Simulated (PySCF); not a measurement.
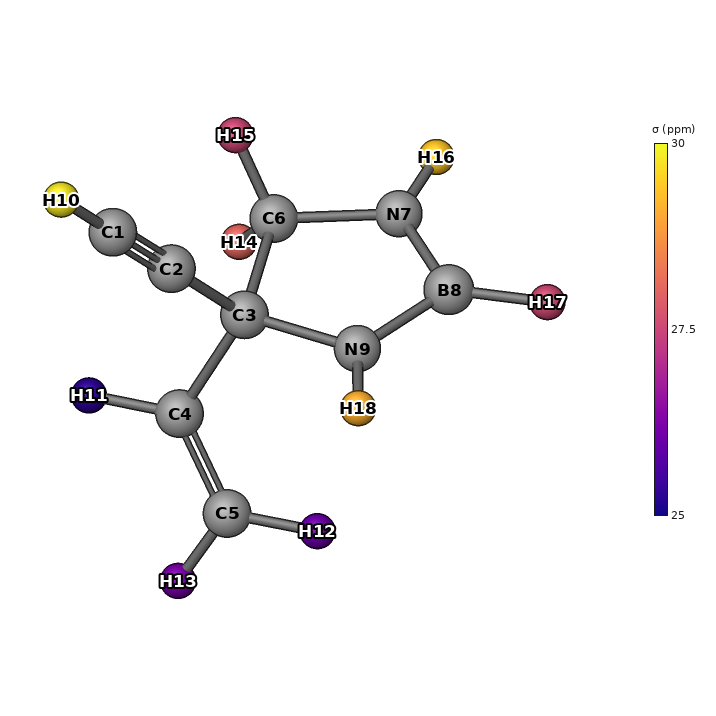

Atoms are coloured by their isotropic NMR shieldings (H only, the others grey). Computed geometry: GFN2-xTB optimisation. No frequency run is at hand to confirm it as a minimum. Properties computed with GIAO PBE0/pcSseg-1 NMR shielding, non-relativistic, gas phase (PySCF 2.14.0).

List the isotropic NMR shieldings of the H atoms.

| atom | σ (ppm) |
| --- | --- |
| H10 | 29.79 |
| H11 | 25.28 |
| H12 | 26.03 |
| H13 | 26.20 |
| H14 | 28.06 |
| H15 | 27.56 |
| H16 | 29.38 |
| H17 | 27.58 |
| H18 | 29.12 |

The geometry is semi-empirical. Around B such bond lengths and angles can be off by a tenth of an ångström or more and by several degrees, and values that hang on the shape move with them.
